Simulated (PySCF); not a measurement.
## Electronic structure of LaN in real space

| atom | x (Å) | y (Å) | z (Å) |
| --- | --- | --- | --- |
| La | 0.0000 | 0.0000 | -0.1647 |
| N | 0.0000 | 0.0000 | 1.6343 |

Computed with PBE0/x2c-TZVPall, spin-free X2C-1e, Gaussian nucleus, at a bond length of 1.799 Å (PySCF 2.14.0).

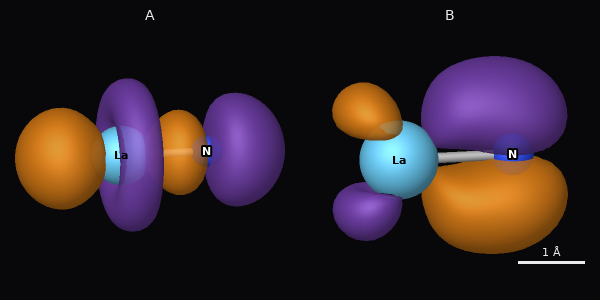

Figure 1. Two frontier orbitals, each drawn at the value that holds 80 % of its norm (orange and purple are the two phases), in no order; of a degenerate pair one member is drawn.

### Label each orbital by symmetry, say whether it is occupied, and order them by energy.

Orbital B: π, occupied, −5.30 eV; bonding, with no node between the atoms.
Orbital A: σ, occupied, −4.43 eV; shared between the atoms (La 50 %, N 50 %).

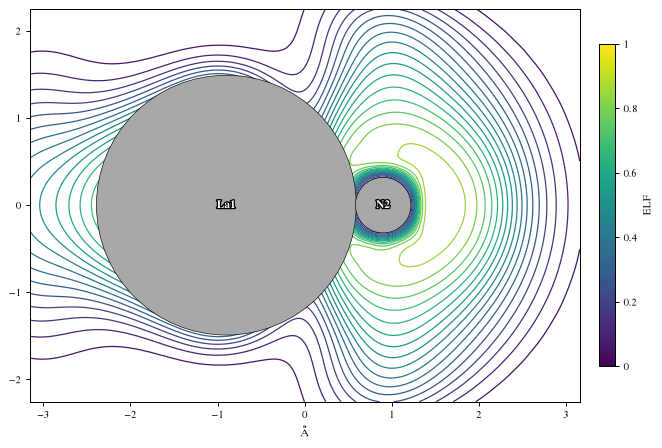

Figure 2. ELF on a plane that holds the molecular axis. Grey discs cover the atomic cores.

### What do the fields say about this system?

The plane passes through La and N nuclei. La–N (1.80 Å): the ELF peaks at about 0.80 in the valence shell of N, 0.5 Å from its nucleus, and is about 0.60 at the midpoint; an ionic contact with no shared pair.

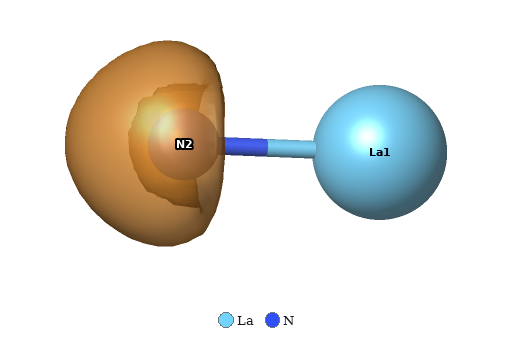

Figure 3. Isosurface of the electron localisation function at 0.8 (orange), seen from one side. Core shells and regions of very low density are left out.

### What do the ELF domains correspond to?

The surface consists of one lobe on N, pointing away from the bonds (lone pairs).
